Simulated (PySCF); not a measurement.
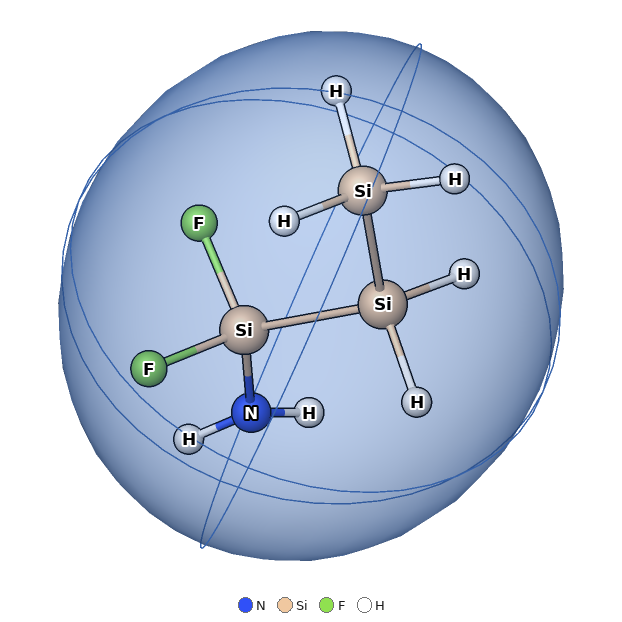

The ellipsoid shows the static dipole polarisability: its half-axes are proportional to the principal values. Computed geometry: GFN2-xTB optimisation. No frequency run is at hand to confirm it as a minimum. Computed with ωB97X-D/def2-SVPD (PySCF 2.14.0).

Question: Give the principal values, the mean and the anisotropy.

Answer: Principal values 76.2, 83.5, 113.3 bohr³; mean 91.0 bohr³ (13.48 Å³); anisotropy 34.0 bohr³, so the longest axis is 1.49 times the shortest.

The geometry is semi-empirical. Around Si such bond lengths and angles can be off by a tenth of an ångström or more and by several degrees, and values that hang on the shape move with them.
